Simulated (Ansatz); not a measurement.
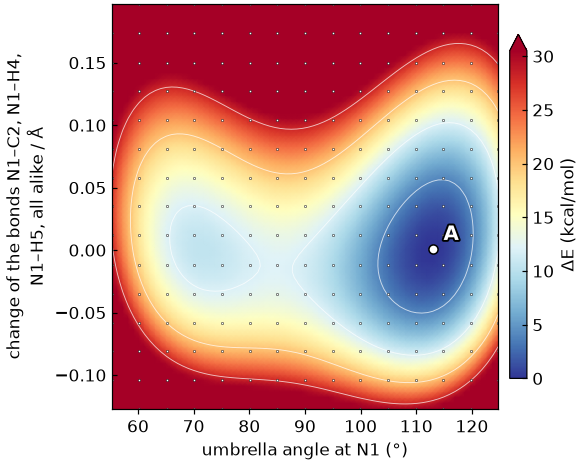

CH₄NS, SMILES NC[S-], charge −1. The first coordinate is: umbrella angle at N1 (between each of its bonds and their common axis; 90 is planar); the second: change of the bonds N1–C2, N1–H4, N1–H5, all alike. Nothing is relaxed (all other coordinates rigid). Grid: 15 × 15 points. Points are written as (first, second). Energies: kcal/mol, counted from the relaxed molecule at the same level. Level of theory: RHF/def2-TZVPD in Ansatz.

Drawn: a smooth colour map with a few white contour lines, dots at the grid points, one colour for all values above the top of the scale, the point A. Between grid points the surface is interpolated.

**What is the easiest way out of the well at A, and how high is the barrier?**

The easiest path leads from the well at about (113°, 0.00 Å) to the well at about (72°, 0.00 Å), about 10 kcal/mol higher. Its highest point lies about 12 kcal/mol above the bottom of the first well on the interpolated surface, at (85.0°, −0.012 Å). Seen from the upper well the barrier is about 1.8 kcal/mol. The start is the relaxed structure and all else is held, so a fully relaxed path at this level can only be lower.

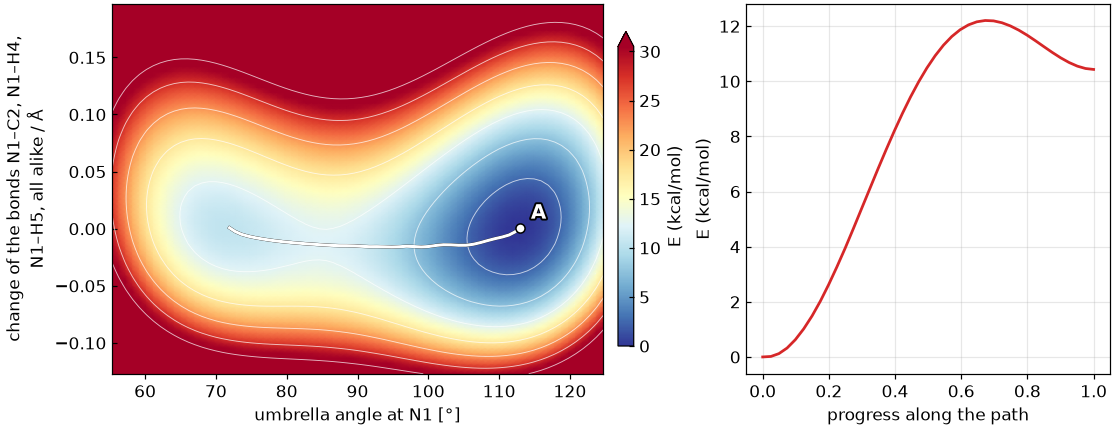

Drawn: a smooth colour map with a few white contour lines, a line along the lowest path, one colour for all values above the top of the scale, the energy along the path at the right. Between grid points the surface is interpolated.
